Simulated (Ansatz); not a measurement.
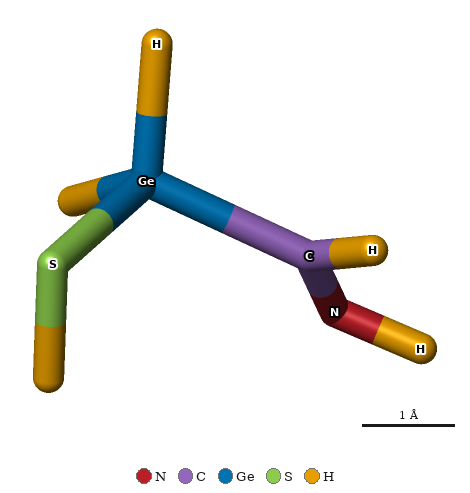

**Figure 1.** The structure (stick view, seen at a tilt). Sticks mark near contacts.

## CH5GeNS: single-point calculation

System: CH5GeNS.
Method: RHF-MP2, frozen core/def2-QZVPP (Ansatz 0.2.0).

The geometry comes from this level: PBE0-D4/def2-TZVP.

### Log
```
Functional definition: HF
  name "HF"
  cite "Fock, Z. Phys. 61, 126 (1930) doi:10.1007/BF01340294"
  parent pbe
  exchange = exact_x
  correlation = 0
2590 factors; integrals over basis functions are off by at most 8.6e-4 eV
mean field evaluation 1: about -69881.9978 eV, gradient 3.3e1 eV
mean field evaluation 2: about -69882.1140 eV, gradient 3.3e1 eV
mean field evaluation 4: about -69885.0131 eV, gradient 4.2e0 eV
mean field evaluation 8: about -69885.0850 eV, gradient 3.8e-1 eV
mean field evaluation 16: about -69885.0862 eV, gradient 2.3e-6 eV
mean field -69885.08617715 eV, -2568.2295471974 hartree, gradient 2.3e-6 eV, S^2 0.000000; 0 other end points of the search recorded, 0 dependent functions left out
16 core orbitals not correlated: weight in the atoms' cores, before any rotation towards them, 1.000 or more for the frozen orbitals, at most 0.000 for the correlated occupied ones
reference -69885.08617715 eV, -2568.2295471974 hartree; 17, 17 occupied and 390, 390 virtual orbitals, 2590 factors
second order -29.93918412 eV of doubles, -0.00000000 eV of singles
Total energy: -69915.02536126 eV, -2569.3297919202 hartree
```

This output came from the following input.

### The input
```yaml
crystal:
  periodic: [false, false, false]
  atoms:
    - {symbol: N, position_ang: [0.629621, 1.768852, -0.566747]}
    - {symbol: C, position_ang: [-0.023334, 0.710284, -0.796894]}
    - {symbol: Ge, position_ang: [0.444255, -0.920764, 0.192934]}
    - {symbol: S, position_ang: [-1.350562, -1.602350, 1.321620]}
    - {symbol: H, position_ang: [0.285401, 2.554018, -1.124814]}
    - {symbol: H, position_ang: [-0.862176, 0.658914, -1.506426]}
    - {symbol: H, position_ang: [0.741125, -2.083420, -0.766915]}
    - {symbol: H, position_ang: [1.621004, -0.622323, 1.128922]}
    - {symbol: H, position_ang: [-1.396835, -0.509413, 2.101219]}
basis:
  gaussian: {orbitals: "def2-QZVPP.json"}
correlation: {method: mp2}
```

Launch command:
```bash
ansatz run in.yaml --threads 4 --pin off --events-out ev --progress --plain --max-ram 10444MiB
```

### Results in brief

| quantity | value |
| --- | --- |
| outcome | converged |
| total energy | −69915.0254 eV |
| mean-field energy | −69885.0862 eV |
| SCF solution under orbital rotations | stable |
| hardware | 4 threads of Arm Neoverse V1, 23 GiB of memory available, shared host |
| wall time | 23 s (CPU time 81 s) |
| peak memory | 2.2 GiB |
